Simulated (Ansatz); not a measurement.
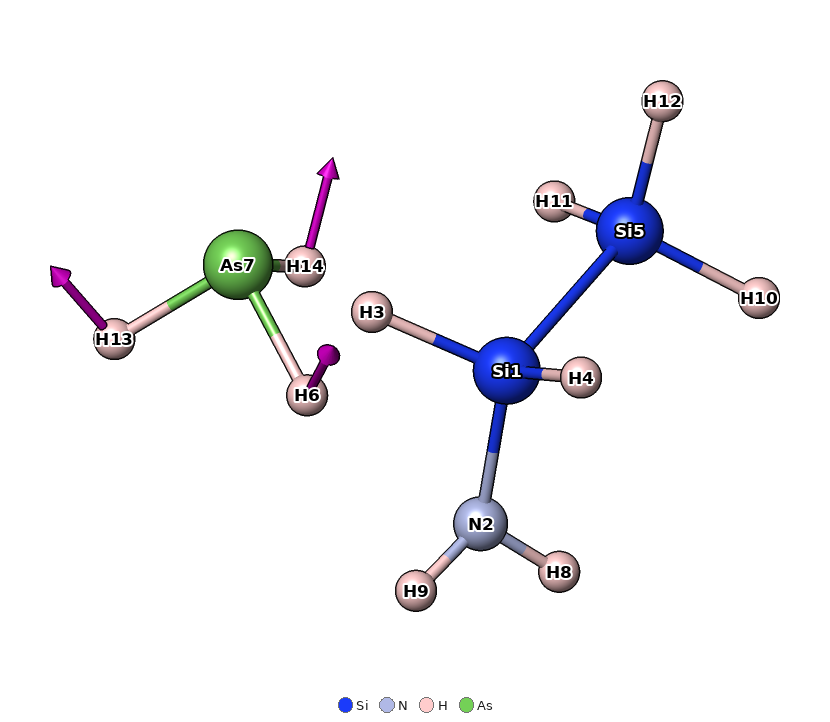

The arrows show one normal mode. Harmonic vibrations computed with RKS PBE0-D4/def2-TZVP (Ansatz 0.2.0) at a stationary point of the same level.

Question: Describe the motion.

Answer: Mostly H–As–H bending.

Question: At what wavenumber does it lie?

Answer: 921 cm⁻¹; it is mode 19 of 36 counted from the lowest.
